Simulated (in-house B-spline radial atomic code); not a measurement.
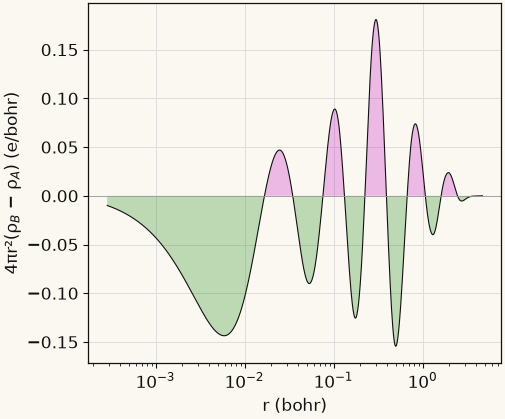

The Yb⁴⁺ ion in [Xe] 4f12 (high spin) was computed by two methods: LDA (VWN5); RPBE. Both runs are scalar-relativistic, spin-polarised and spherical. Computed with an in-house B-spline radial code.

The plot shows the radial density of run B less that of run A; on the logarithmic r axis, areas aren't charges.

A is RPBE and B is LDA (VWN5).

> How do the two densities differ?

B holds 0.054 electrons more than A where the difference is positive (most at r = 0.30 bohr) and as many fewer where it is negative (most at r = 0.50 bohr), out of 66 electrons.
